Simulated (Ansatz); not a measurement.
```tsv
atom	x (Å)	y (Å)	z (Å)
B	-1.5868	1.4505	-1.0056
Cl	-2.6020	0.0563	-1.0871
H	-1.6303	1.5710	-2.2772
```

Geometry: B3LYP-D4/def2-TZVP.

Method: Ansatz 0.2.0, isolated molecule in a Gaussian basis; Kohn-Sham density functional theory, functional PBE0.

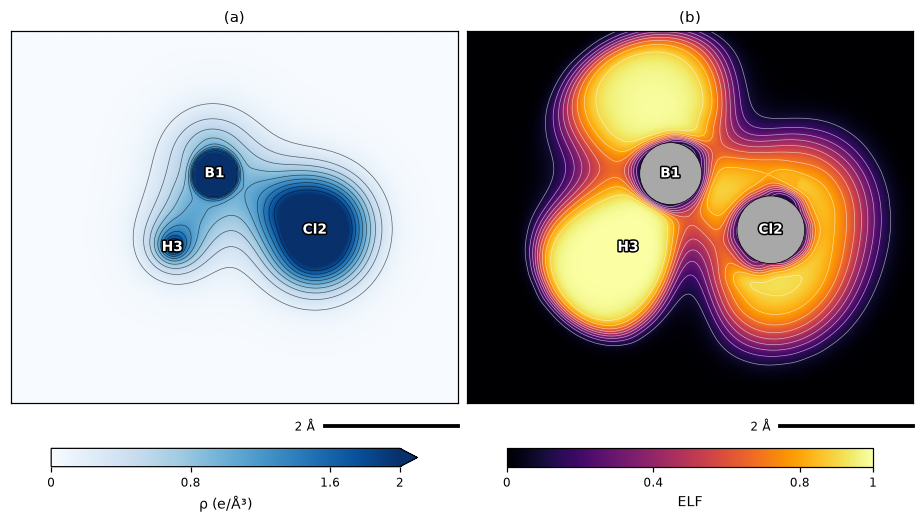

BClH (SMILES [BH+]Cl) (charge +1, triplet). (a) total electron density; (b) electron localisation function on the molecular plane. Grey discs cover the atomic cores in the ELF map.

### What do the fields say about this system?

The section cuts through B, Cl and H sites. B–Cl (1.73 Å): ρ is about 1.4 e/Å³ halfway; the ELF peaks at about 0.85 between the atoms, as expected for a polar covalent bond. B–H (1.28 Å): the density is about 1.1 e/Å³ at the midpoint; the ELF climbs to about 1 towards the hydrogen, as it does in any bond to H. The ELF also peaks beside Cl2 and B1, away from the bonds: non-bonding electrons, paired or unpaired.
